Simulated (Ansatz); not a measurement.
Complex (SMILES): Cl (HCl) with Cl (HCl), atoms 1 to 2 the first; geometry from B3LYP-D3(BJ)/def2-TZVP, monomers rigid:
```xyz
4

Cl     0.8867    -0.0511     0.1397
H     -0.2309     0.0366     0.7652
Cl    -0.6491    -3.0596    -1.4835
H      0.0587    -2.0731    -1.0529
```

Basis-set convergence of the counterpoise-corrected interaction energy at MP2 with Ansatz (a quantum-chemistry and plane-wave program). Cartesian d functions, on some or all atoms, in 6-311G**; all else is spherical. Cores are frozen. No added dispersion term, no relativity. Functions are those of the species that has most. Reference: Hartree-Fock in aug-cc-pV(5+d)Z plus the correlation part extrapolated as X^-3 from aug-cc-pV(Q+d)Z and aug-cc-pV(5+d)Z, -2.29 kcal/mol, itself unsure by roughly 0.02 kcal/mol (a third of the extrapolation step and of the last Hartree-Fock step). Deviations are taken from unrounded values.

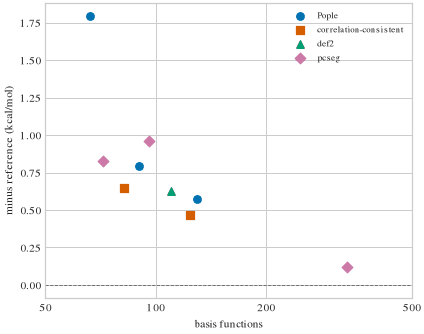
Figure: Deviation from the reference against the number of basis functions, by family of sets.

| basis | functions | counterpoise-corrected interaction energy (kcal/mol) | minus reference (kcal/mol) |
|---|---|---|---|
| 6-311G** | 66 | -0.50 | 1.79 |
| aug-pcseg-1 | 72 | -1.46 | 0.83 |
| aug-cc-pV(D+d)Z | 82 | -1.64 | 0.65 |
| 6-311++G(2d,2p) | 90 | -1.50 | 0.79 |
| pcseg-2 | 96 | -1.33 | 0.96 |
| def2-TZVPD | 110 | -1.67 | 0.63 |
| jun-cc-pV(T+d)Z | 124 | -1.82 | 0.47 |
| 6-311++G(3df,3pd) | 130 | -1.72 | 0.58 |
| pcseg-4 | 332 | -2.17 | 0.12 |
